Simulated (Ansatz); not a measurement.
## Electronic structure of FH₅Si₂···H₂ in real space

```tsv
atom	x (Å)	y (Å)	z (Å)
Si	-0.6043	-0.1733	-0.7032
H	0.5896	0.4916	2.9571
F	0.6136	0.1173	0.3648
H	-0.5211	0.8720	-1.7509
H	-0.3444	-1.5021	-1.3059
Si	-2.6608	-0.1056	0.4703
H	-3.7679	-0.3634	-0.4913
H	-2.6792	-1.1501	1.5282
H	-2.8509	1.2324	1.0877
H	0.4512	0.5811	3.6872
```

Computed with Ansatz 0.2.0, RHF/cc-pVDZ.

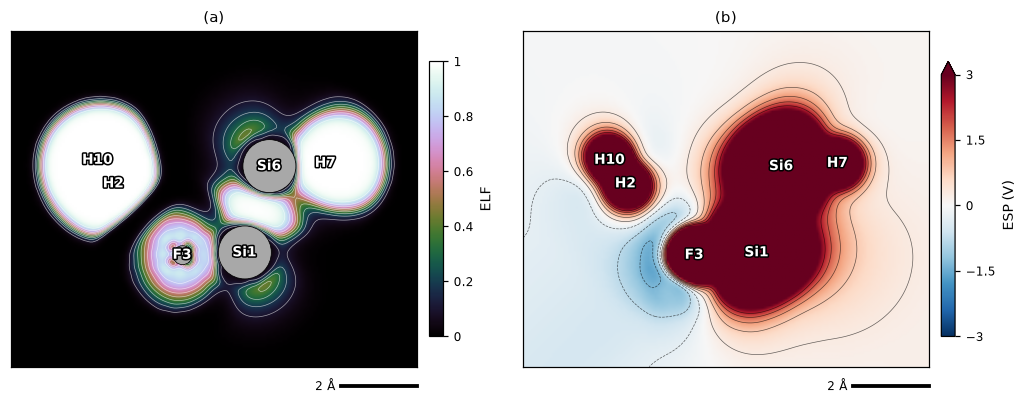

Figure 1. (a) electron localisation function; (b) electrostatic potential on the plane of atoms Si1, Si6 and H7. Grey discs cover the atomic cores in the ELF map.

Q: What do the fields say about this system?

A: The section cuts through Si, H and F sites. F3···H2 (2.62 Å): the ELF dips to about 0 between them: a non-bonded, intermolecular contact. Si–F (1.65 Å): the ELF peaks at about 0.85 in the valence shell of F, 0.6 Å from its nucleus, and is about 0.45 at the midpoint. Si–Si (2.37 Å): the ELF peaks at about 1 between the atoms, as expected for a covalent bond. H–H (0.75 Å): the ELF peaks at about 1 between the atoms. Si–H (1.49 Å): the ELF climbs to about 1 towards the hydrogen, as it does in any bond to H. The ELF also peaks beside F3, away from the bonds: lone-pair regions. Outside the dense part of the complex the potential is most negative (−1.6 V) near F3.

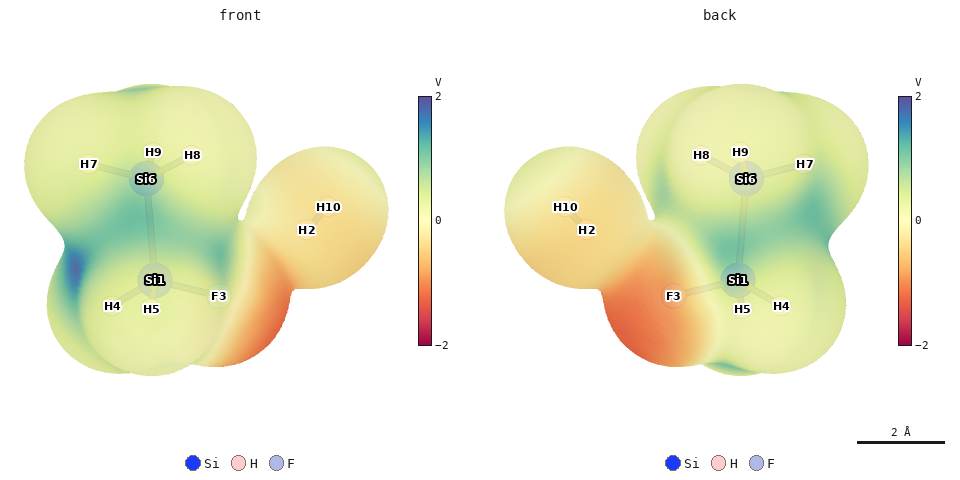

Figure 2. The electrostatic potential painted on the density surface at 0.001 e/bohr³, seen from the front and from behind; the colour scale runs from red (negative) to blue (positive).

Q: Describe the electrostatic potential map.

A: The most negative region (about −1.2 V) lies over F3, the most positive (about +1.7 V) over Si1.

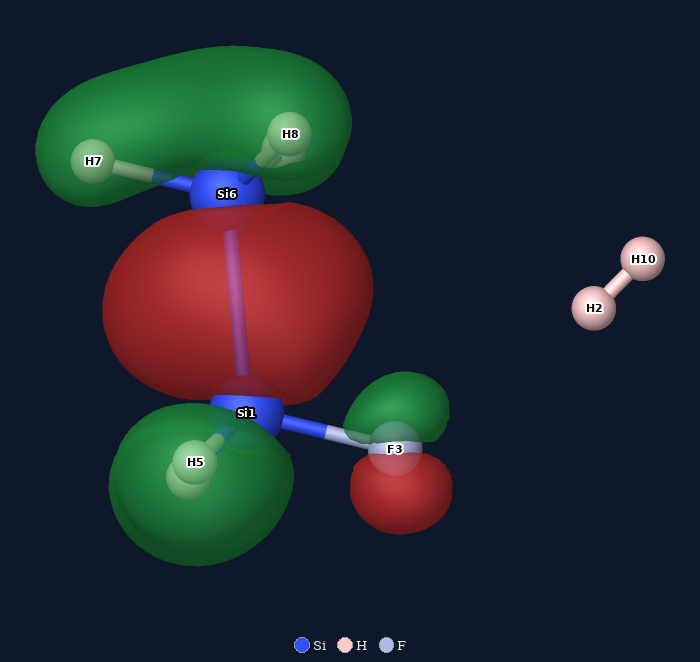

Figure 3. The HOMO at ±0.08 Å⁻³ᐟ² (green and red are the two phases), seen across its widest extent.

Q: Where does this orbital lie, and at what energy?

A: It lies mainly on Si6 (about 35 %) and Si1 (about 35 %). Its energy is −11.24 eV.
